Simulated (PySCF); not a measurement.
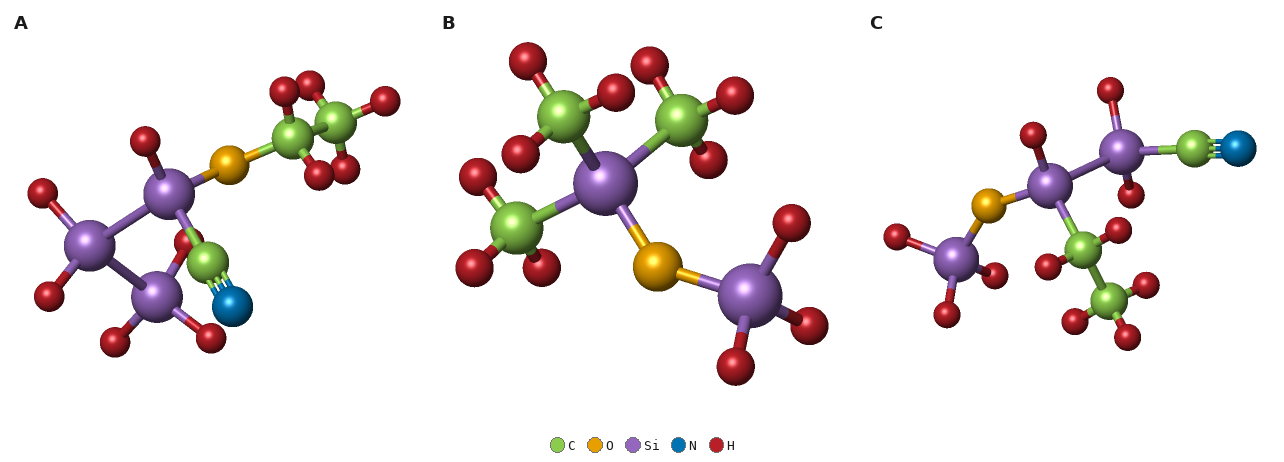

Figure made from data computed with PySCF.

**Which panel belongs to which SMILES?**
(1) CC[Si@H](O[SiH3])[SiH2]C#N
(2) C[Si](C)(C)O[SiH3]
(3) CCO[Si@H](C#N)[SiH2][SiH3]

A is (3), B is (2), C is (1).
